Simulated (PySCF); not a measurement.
CH9GeNSi, SMILES C[N]([SiH3])[GeH3] at its PBE0/def2-SVP optimised geometry (Å):

```
13

Si     0.8913    -1.3980     0.0000
N      0.3098     0.2415     0.0000
C      0.8264     1.1592     1.0034
Ge    -1.1457     0.8244    -0.9729
H      2.3897    -1.3980     0.0000
H      0.4620    -2.1948     1.1988
H      0.3744    -2.0792    -1.2236
H      1.8612     0.8951     1.2823
H      0.8599     2.1948     0.6209
H      0.2298     1.1717     1.9362
H     -2.3897     0.9897    -0.0695
H     -0.7871     2.2019    -1.5681
H     -1.4239    -0.2096    -2.0739
```

Computed with PBE0/def2-TZVP (PySCF).

Map of the deformation density (molecule minus spherical neutral atoms) (e/bohr³) on the plane z = 0.6 Å:

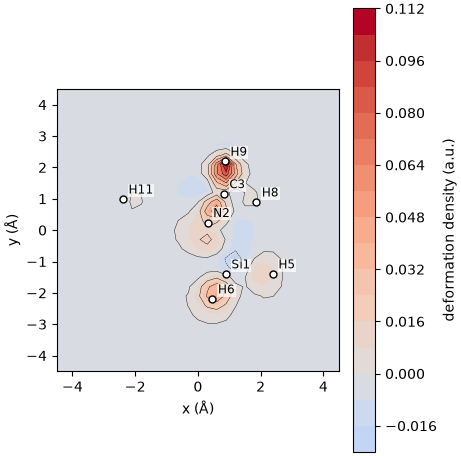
Figure. Deformation density (molecule minus spherical neutral atoms) (e/bohr³) on the plane z = 0.6 Å.
